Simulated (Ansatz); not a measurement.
# Single-point calculation of Cs7BiCa8F23 (part 2 of 2)

The same run, continued: Cs7BiCa8F23 (defect cell, 39 atoms in the cell); DFT, HSE06, PAW, plane waves (Ansatz 0.2.0); cutoff 420 eV, 1×1×1 k-mesh, Fermi–Dirac smearing of 0.01 eV. 

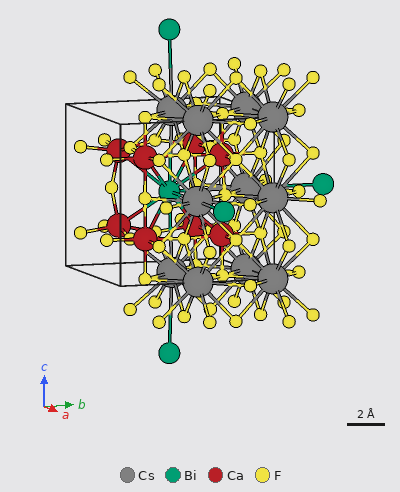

Figure 1. The structure as given in the input (ball-and-stick view of the cell of the calculation, seen slightly off an axis; bonded neighbours outside the cell are drawn too).

What the program printed, continued
```
SCF iter   1: F=—  HF=-85324.279962 eV  |F-HF|=—  |Δ(HF+E_count)|=         —  Δρ=3.46e-6 (↑3.46e-6 ↓3.17e-6)  dr2=4.93e-8  dr2_m=6.46e-8  M=1.000 μB ∫|m|=1.999 μB  β_m=0.30  ethr=8.67e-9  ⟨swp⟩=2.0  Hψ=1831  notcnv=0
preconditioner: auto → none  [insulator: Δε(μ)=1.833 eV  Ē_g=12.619 eV  σ=0.010 eV  W_gap=1.00  n_scr=170 (ndim 8)  ℏωp=18.7 eV  f_vac=0.039  D(μ)=0.00/eV (n_scr^D=0)]
SCF iter   2: F=—  HF=-85324.279962 eV  |F-HF|=—  |Δ(HF+E_count)|=   1.50e-7  Δρ=2.99e-6 (↑2.99e-6 ↓2.69e-6)  dr2=1.96e-8  dr2_m=5.08e-8  M=1.000 μB ∫|m|=1.999 μB  β_m=0.54  ethr=7.97e-12  ⟨swp⟩=8.0  Hψ=989  notcnv=0  defer=2
SCF iter   3: F=—  HF=-85324.279963 eV  |F-HF|=—  |Δ(HF+E_count)|=   1.55e-7  Δρ=1.97e-6 (↑1.97e-6 ↓1.82e-6)  dr2=1.42e-8  dr2_m=2.31e-8  M=1.000 μB ∫|m|=1.999 μB  β_m=0.77  ethr=4.01e-12 (applied; sched 3.46e-12)  ⟨swp⟩=6.0  Hψ=967  notcnv=0  defer=4
SCF iter   4: F=—  HF=-85324.279963 eV  |F-HF|=—  |Δ(HF+E_count)|=   1.81e-7  Δρ=1.46e-6 (↑1.46e-6 ↓1.37e-6)  dr2=2.48e-8  dr2_m=1.01e-8  M=1.000 μB ∫|m|=1.999 μB  β_m=0.88  ethr=4.26e-12 (applied; sched 1.17e-12)  ⟨swp⟩=7.0  Hψ=1036  notcnv=0  defer=2
SCF iter   5: F=—  HF=-85324.279963 eV  |F-HF|=—  |Δ(HF+E_count)|=   1.38e-7  Δρ=1.13e-6 (↑1.13e-6 ↓1.11e-6)  dr2=1.96e-8  dr2_m=7.27e-9  M=1.000 μB ∫|m|=1.999 μB  β_m=0.94  ethr=4.32e-12 (applied; sched 1.17e-12)  ⟨swp⟩=7.0  Hψ=1036  notcnv=0  defer=2
SCF iter   6: F=—  HF=-85324.279963 eV  |F-HF|=—  |Δ(HF+E_count)|=   2.14e-7  Δρ=1.01e-6 (↑1.01e-6 ↓9.45e-7)  dr2=1.62e-8  dr2_m=5.71e-9  M=1.000 μB ∫|m|=1.999 μB  β_m=0.97  ethr=4.16e-12 (applied; sched 1.10e-12)  ⟨swp⟩=7.5  Hψ=1008  notcnv=0  defer=2
SCF iter   7: F=—  HF=-85324.279963 eV  |F-HF|=—  |Δ(HF+E_count)|=   3.06e-7  Δρ=8.97e-7 (↑8.97e-7 ↓8.12e-7)  dr2=1.37e-8  dr2_m=3.89e-9  M=1.000 μB ∫|m|=1.999 μB  β_m=0.99  ethr=4.62e-12 (applied; sched 1.00e-12)  ⟨swp⟩=7.0  Hψ=1122  notcnv=0
SCF iter   8: F=—  HF=-85324.279964 eV  |F-HF|=—  |Δ(HF+E_count)|=   6.28e-7  Δρ=6.50e-7 (↑6.50e-7 ↓6.05e-7)  dr2=7.75e-9  dr2_m=1.57e-9  M=1.000 μB ∫|m|=1.999 μB  β_m=0.99  ethr=5.38e-12 (applied; sched 1.00e-12)  ⟨swp⟩=7.5  Hψ=1303  notcnv=0
SCF iter   9: F=—  HF=-85324.279964 eV  |F-HF|=—  |Δ(HF+E_count)|=   1.20e-7  Δρ=6.78e-7 (↑6.78e-7 ↓5.93e-7)  dr2=8.02e-9  dr2_m=1.57e-9  M=1.000 μB ∫|m|=1.999 μB  β_m=1.00  ethr=4.97e-12 (applied; sched 1.00e-12)  ⟨swp⟩=7.0  Hψ=1208  notcnv=0
SCF iter  10: F=—  HF=-85324.279964 eV  |F-HF|=—  |Δ(HF+E_count)|=   2.42e-8  Δρ=5.93e-7 (↑5.21e-7 ↓5.93e-7)  dr2=6.17e-9  dr2_m=1.36e-9  M=1.000 μB ∫|m|=1.999 μB  β_m=1.00  ethr=3.84e-12 (applied; sched 1.00e-12)  ⟨swp⟩=7.0  Hψ=926  notcnv=0
SCF iter  11: F=—  HF=-85324.279964 eV  |F-HF|=—  |Δ(HF+E_count)|=   4.01e-8  Δρ=5.08e-7 (↑5.08e-7 ↓4.63e-7)  dr2=6.03e-9  dr2_m=8.75e-10  M=1.000 μB ∫|m|=1.999 μB  β_m=1.00  ethr=3.81e-12 (applied; sched 1.00e-12)  ⟨swp⟩=7.0  Hψ=928  notcnv=0
SCF iter  12: F=—  HF=-85324.279964 eV  |F-HF|=—  |Δ(HF+E_count)|=   8.04e-8  Δρ=3.66e-7 (↑3.66e-7 ↓2.89e-7)  dr2=3.88e-9  dr2_m=1.34e-10  M=1.000 μB ∫|m|=1.999 μB  β_m=0.83  ethr=4.63e-12 (applied; sched 1.00e-12)  ⟨swp⟩=7.0  Hψ=1127  notcnv=0
SCF iter  13: F=-85324.279964 eV  HF=-85324.279964 eV  |F-HF|=1.16e-10  |Δ(HF+E_count)|=   1.42e-8  Δρ=1.07e-7 (↑1.07e-7 ↓9.17e-8)  dr2=2.36e-10  dr2_m=1.76e-11  M=1.000 μB ∫|m|=1.999 μB  ethr=4.18e-12 (applied; sched 1.00e-12)  ⟨swp⟩=7.0  Hψ=1007  notcnv=0
SCF 4 converged in 13 iterations: F = -85324.279964 eV  dr2 = 2.36e-10
  Residual-converged pass: ⟨swp⟩=3.0  Hψ=889  notcnv=0  max |occ|·‖R‖ = 2.6e-7 eV (tolerance 2.7e-7 eV)  dr2=2.49e-10  dr2_m=1.78e-11  dr2_onsite=1.29e-11  max |Δocc| = 0.0e0
hybrid outer 3: dexx = +4.931e-5 eV, tail = 9.55e-8 eV, Δε = 9.54e-4 eV (about 1.65e-4 eV left of the loop's levels), ΔF = 4.26e-4 eV/Å (tail 2.50e-4)
NSCF: frozen V_eff on 1 k-points
this state was not tested for a lower state beside it, because the functional holds exact exchange (a hybrid, or Hartree-Fock), whose exchange loop this test does not read (fock_operator); the stability check (scf.self_checks: high) cannot read this state: a pseudopotential is PAW: the check reads norm-conserving sets alone
hybrid SCF converged: 3 outer / 29 inner (+20 warm-up), last move |dexx| = 4.93e-5 eV, tail = 9.55e-8 eV
Magnetization: 1.0000 μB (160.0000 up, 159.0000 down)
Absolute magnetization: 2.0341 μB (∫|ρ↑−ρ↓|, with the PAW one-centre terms)
Spin contamination: 0.9328 ħ² per cell (⟨S²⟩ above its minimum at these occupations)
Per-site moments (μB) at R_I (Å): [(5.752497463317738e-6, 1.2659351163110286), (-6.888830462130872e-5, 1.1866989107080361), (7.93735938528973e-5, 1.222175772172782), (-0.004218942329000853, 1.2731451128338314), (0.0011853459629110647, 1.2268067497143826), (0.0040375258280803536, 1.2778305109718928), (0.0033919231358387892, 1.2717652947590052), (0.47828147431991214, 1.3339335693458818), (0.00040333
Free energy (F): -85324.279964 eV
Harris-Foulkes:  -85324.279964 eV  (|F-HF|=1.16e-10)
Internal energy: -85324.279964 eV  (E = F + TS)
E sigma→0 (E₀):  -85324.279964 eV
Fermi energy:    6.833027 (↑ 6.737395, ↓ 6.993085) eV
--- Per-component energies (eV) ---
  E_band       = -2691.353306
  E_kinetic    = 8358.521229
  E_local      = -23883.344545  (includes V_loc(G=0)·N_el)
  E_nonlocal   = 2933.570218
  E_hartree    = 8922.724527
  E_xc         = -3470.296798
  E_vxc        = -3809.751998  (∫ρ·V_xc dr)
  E_exx        = -994.833170  (= α·E_x^exact, valence–valence)
  E_paw        = -57531.350253  (= ΣΔE_a)
  E_vpaw       = -2146.177639  (= ΣTr[D̂ρ^β])
  E_aug_tail   = 0.046767  (compensation charges beyond the density's cutoff)
  E_ewald      = -19656.452431
  E_core_change = -2.865507  (= ΣΔE_core)
  E_smearing   = -0.000000  (= −TS)
  E_closure    = -0.000001  (closes the sum)
  Σ components = -85324.279964   (vs F -85324.279964, Δ=1.46e-11)
--- Forces (eV/Å), atoms counted from 1 ---
  atom   1  Cs     0.02393016     0.02293379     0.00708583
  atom   2  Cs     0.01847314     0.01501631    -0.00825362
  atom   3  Cs     0.02957114    -0.02429137    -0.01214853
  atom   4  Cs     0.04203103    -0.02359894     0.00367200
  atom   5  Cs    -0.02474445     0.03094859    -0.00805478
  atom   6  Cs    -0.02553655     0.04084783     0.00739756
  atom   7  Cs    -0.01472136    -0.01729306    -0.00159365
  atom   8  Bi    -0.01501775    -0.02907414     0.00182445
  atom   9  Ca    -0.00950357    -0.01459006    -0.08686232
  atom  10  Ca     0.00502615    -0.00677080     0.08609502
  atom  11  Ca     0.00688443     0.01462070     0.01726031
  atom  12  Ca    -0.00460002     0.00973669    -0.00568176
  atom  13  Ca     0.00818749    -0.01990164     0.00471110
  atom  14  Ca    -0.00909214    -0.01196984    -0.00600063
  atom  15  Ca    -0.01235091     0.01198404    -0.00592253
  atom  16  Ca    -0.00062533     0.00480293     0.01005530
  atom  17  F      0.03226662     0.01927107    -0.00355414
  atom  18  F     -0.00426322    -0.00699748    -0.00052568
  atom  19  F     -0.00885400     0.00699959     0.00706370
  atom  20  F     -0.00697928     0.00172479     0.00251906
  atom  21  F     -0.00644946    -0.01469196    -0.00496558
  atom  22  F      0.00308134    -0.00064856    -0.00143496
  atom  23  F     -0.02794620    -0.01620208     0.00557298
  atom  24  F      0.00108625     0.01158506     0.00334318
  atom  25  F      0.00662083    -0.00356525    -0.00651963
  atom  26  F      0.00007017    -0.00245034    -0.00081236
  atom  27  F      0.00348730     0.00894907    -0.00044534
  atom  28  F     -0.01137003    -0.01470347     0.00742805
  atom  29  F     -0.00465920    -0.02453206     0.01516518
  atom  30  F      0.00668890     0.02563162    -0.03030420
  atom  31  F      0.00782490     0.00251595     0.00405206
  atom  32  F      0.01004380     0.00359782     0.00934135
  atom  33  F     -0.00687564     0.00186372    -0.00992152
  atom  34  F      0.01960635    -0.01579198     0.03263170
  atom  35  F      0.02598446    -0.00242399    -0.03941317
  atom  36  F     -0.00138295     0.00461894    -0.00054833
  atom  37  F      0.01008998     0.00183677    -0.00151314
  atom  38  F     -0.03039697    -0.00232899     0.02079196
  atom  39  F     -0.03568756     0.01225240    -0.01142197
  max |Σ_I F_I| component: 1.13e-4 eV/Å
--- Band table (eV) ---
  k-point 0 ↑: bands = ["-36.9416", "-36.9352", "-36.5052", "-36.5043", "-36.4975", "-36.4909", "-36.4149", "-36.4111", "-20.6609", "-19.8662", "-19.8504", "-19.8434", "-19.8269", "-19.8060", "-19.8033", "-19.7896", "-19.7754", "-19.7644", "-19.7526", "-19.7481", "-19.6284", "-19.5681", "-19.5545", "-19.5348", "-19.5059", "-19.4941", "-19.4863", "-19.4611", "-19.4559", "-19.4507", "-19.4341", "-17.9900", "-17.9892", "-17.8334", "-17.7996", "-17.7545", "-16.8024", "-16.7845", "-16.7017", "-16.6059",
      "-16.5202", "-16.3878", "-16.3419", "-16.3344", "-16.2996", "-16.2962", "-16.2844", "-16.2597", "-16.0935", "-16.0676", "-16.0638", "-16.0389", "-16.0363", "-16.0331", "-16.0283", "-15.9977", "-15.7995", "-15.7914", "-15.7878", "-15.7754", "-15.5928", "-15.5862", "-15.5798", "-15.5738", "-15.5506", "-15.5460", "-15.5268", "-4.7263", "-3.1137", "-3.0715", "-2.9530", "-2.9451", "-2.9089", "-2.9005", "-2.8550", "-2.8313", "-2.7397", "-2.7059", "-2.6689", "-2.6402",
      "-2.6204", "-2.5586", "-2.5207", "-2.4777", "-2.4446", "-2.4216", "-2.4135", "-2.3713", "-2.3125", "-0.6054", "-0.3870", "-0.3026", "-0.2946", "-0.2258", "-0.2178", "-0.1631", "-0.1112", "-0.1042", "-0.0415", "0.0387", "0.0434", "0.0487", "0.0660", "0.0743", "0.1948", "0.2454", "0.2872", "0.3054", "0.3114", "0.3661", "0.3792", "0.3935", "0.4013", "0.4257", "0.4419", "0.4670", "0.4813", "0.4911", "0.5142", "0.5420",
      "0.5650", "0.5954", "0.6018", "0.6232", "0.6473", "0.6613", "0.6964", "0.7189", "0.7251", "0.7647", "0.7730", "0.7787", "0.7976", "0.8094", "0.8202", "0.8400", "0.8709", "0.8904", "0.9012", "0.9124", "0.9177", "0.9539", "0.9559", "0.9775", "1.0173", "1.0393", "1.0513", "1.0654", "1.0883", "1.1041", "1.1351", "1.1443", "1.1582", "1.1762", "1.2046", "1.2094", "1.2170", "1.2559", "5.7637", "5.8213",
      "7.6534", "9.6924", "11.5573", "11.8961", "11.9497", "12.0940", "12.1438", "12.2256", "12.2759", "12.3813", "12.4135", "12.4281", "12.4453", "12.4925", "12.5278", "12.5445", "12.5918", "12.6311", "12.6789", "12.7187", "12.7389", "12.7646", "12.7838", "12.8174", "12.8389", "12.8738", "12.9207", "12.9774", "13.0253", "13.0403", "13.0848", "13.1186", "13.1674", "13.2191", "13.2276", "13.3125", "13.3377", "13.3782", "13.5798"]
  k-point 0 ↓: bands = ["-36.9403", "-36.9338", "-36.5048", "-36.5037", "-36.4974", "-36.4906", "-36.4146", "-36.4109", "-20.6609", "-19.8520", "-19.8467", "-19.8279", "-19.8096", "-19.7933", "-19.7876", "-19.7737", "-19.7684", "-19.7512", "-19.7484", "-19.7400", "-19.6207", "-19.5608", "-19.5493", "-19.5295", "-19.4957", "-19.4845", "-19.4792", "-19.4529", "-19.4499", "-19.4456", "-19.4303", "-17.8898", "-17.8367", "-17.8142", "-17.6318", "-17.6270", "-16.7985", "-16.7885", "-16.7003", "-16.6013",
      "-16.5202", "-16.3878", "-16.3396", "-16.3334", "-16.2981", "-16.2950", "-16.2823", "-16.2589", "-16.0928", "-16.0673", "-16.0634", "-16.0383", "-16.0358", "-16.0325", "-16.0281", "-15.9974", "-15.7977", "-15.7903", "-15.7858", "-15.7725", "-15.5919", "-15.5860", "-15.5790", "-15.5720", "-15.5483", "-15.5447", "-15.5262", "-3.9491", "-3.1137", "-3.0685", "-2.9488", "-2.9440", "-2.9031", "-2.9006", "-2.8536", "-2.8282", "-2.7380", "-2.7047", "-2.6674", "-2.6348",
      "-2.6153", "-2.5575", "-2.5169", "-2.4746", "-2.4376", "-2.4177", "-2.4114", "-2.3701", "-2.3108", "-0.6036", "-0.3835", "-0.2982", "-0.2906", "-0.2227", "-0.2145", "-0.1595", "-0.1043", "-0.0989", "-0.0367", "0.0434", "0.0494", "0.0557", "0.0784", "0.0999", "0.2154", "0.2682", "0.3011", "0.3182", "0.3251", "0.3729", "0.3971", "0.4002", "0.4214", "0.4438", "0.4533", "0.4801", "0.4892", "0.5049", "0.5188", "0.5504",
      "0.5746", "0.6088", "0.6184", "0.6552", "0.6636", "0.6731", "0.7133", "0.7288", "0.7360", "0.7740", "0.7836", "0.7916", "0.8077", "0.8201", "0.8299", "0.8499", "0.8893", "0.8962", "0.9100", "0.9280", "0.9353", "0.9627", "0.9670", "0.9830", "1.0262", "1.0493", "1.0709", "1.0819", "1.0999", "1.1210", "1.1445", "1.1583", "1.1769", "1.1809", "1.2129", "1.2219", "1.2272", "1.2649", "6.0126", "7.9736",
      "8.0299", "9.7000", "11.5734", "11.9035", "11.9581", "12.1217", "12.1495", "12.2514", "12.2863", "12.3893", "12.4192", "12.4421", "12.4556", "12.5063", "12.5426", "12.5736", "12.6005", "12.6446", "12.7137", "12.7335", "12.7557", "12.7762", "12.8293", "12.8449", "12.8553", "12.9073", "12.9419", "13.0029", "13.0285", "13.0725", "13.1118", "13.1202", "13.1992", "13.2376", "13.2491", "13.3375", "13.3584", "13.4005", "13.5982"]
--- Löwdin populations: 39 sites ---
  site symbol       q [e]    m [muB]
     0     Cs      8.0980     0.0000
     1     Cs      8.0977    -0.0001
     2     Cs      8.0987     0.0000
     3     Cs      8.1097    -0.0168
     4     Cs      8.0991     0.0015
     5     Cs      8.1084     0.0150
     6     Cs      8.1088     0.0144
     7     Bi     14.9285     0.9092
     8     Ca      8.2354     0.0023
     9     Ca      8.2335     0.0043
    10     Ca      8.2437     0.0005
    11     Ca      8.2432     0.0020
    12     Ca      8.2438     0.0024
    13     Ca      8.2431     0.0010
    14     Ca      8.2475     0.0015
    15     Ca      8.2493     0.0010
    16      F      7.7910     0.0001
    17      F      7.8009     0.0001
    18      F      7.7897    -0.0004
    19      F      7.8010     0.0001
    20      F      7.7902    -0.0005
    21      F      7.8006     0.0001
    22      F      7.7985     0.0001
    23      F      7.8003     0.0001
    24      F      7.8005     0.0001
    25      F      7.8012     0.0000
    26      F      7.8011     0.0000
    27      F      7.7976     0.0132
    28      F      7.7952     0.0152
    29      F      7.7940     0.0168
    30      F      7.7966     0.0144
    31      F      7.8003     0.0001
    32      F      7.8005     0.0002
    33      F      7.7974    -0.0007
    34      F      7.7955     0.0027
    35      F      7.8013     0.0001
    36      F      7.8012     0.0001
    37      F      7.7946     0.0019
    38      F      7.7966    -0.0018
  spilling = 0.006475 (of n_electrons = 319.000000)
```

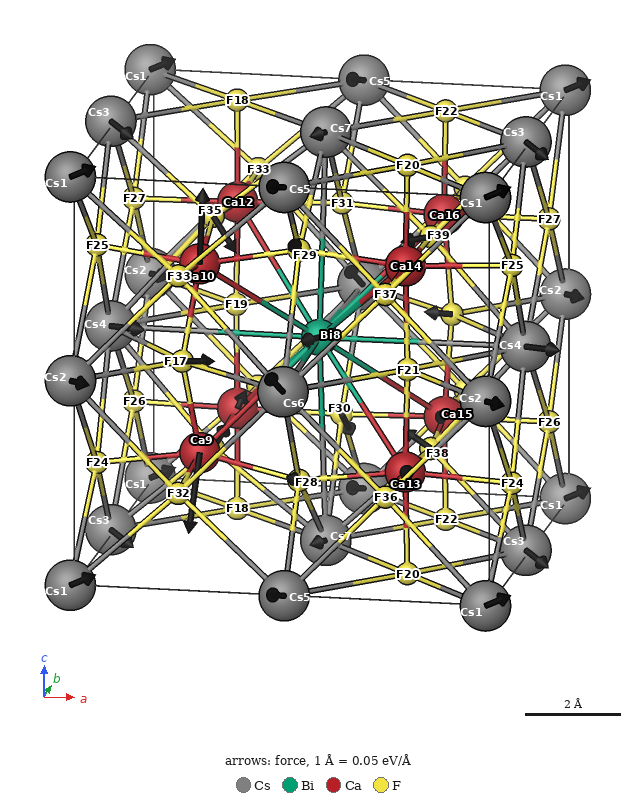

Figure 2. Forces on the atoms as black arrows (ball-and-stick view of the cell of the calculation, seen slightly off an axis; atoms are numbered from 1 in the order of the input); the smallest are left out. The largest act on Ca9, Ca10 (0.09 eV/Å); Cs4, Cs6 (0.05 eV/Å); F35 (0.05 eV/Å); F34 (0.04 eV/Å), among others. 

Key numbers

- outcome: converged
- electrons treated: 319
- free energy: −85324.2800 eV
- Fermi energy: 6.833 eV
- net moment of the cell: 1.00 μB
- largest force (length of the vector): 0.089 eV/Å
- wall time: 2.2 min (CPU time 22 min)
- peak memory: 3.6 GiB

The program warns: the state was not tested for a lower one. Spin–orbit coupling is left out, which matters for Bi. The k-point mesh is coarse for a cell of this size, so the results may not be converged.
